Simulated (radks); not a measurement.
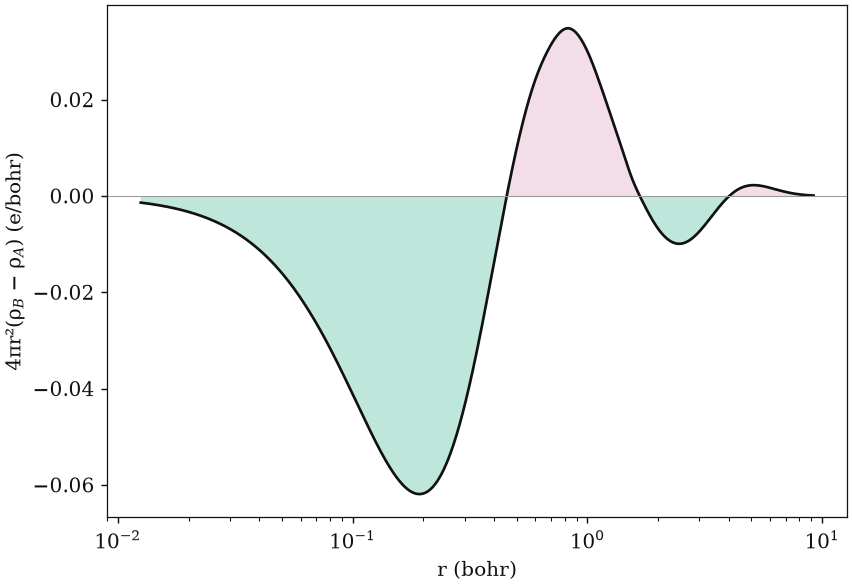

Atomic beryllium (Be) in [He] 2s2 was computed by two methods: LDA (Perdew-Wang); r2SCAN. Both runs are scalar-relativistic, spin-polarised and spherical. Computed with the in-house radial solver radks.

The plot shows the radial density of run B less that of run A; on the logarithmic r axis, areas aren't charges.

A is r2SCAN and B is LDA (Perdew-Wang).

Where does the charge move between the methods?

Answer. B holds 0.030 electrons more than A where the difference is positive (most at r = 0.83 bohr) and as many fewer where it is negative (most at r = 0.19 bohr), out of 4 electrons.
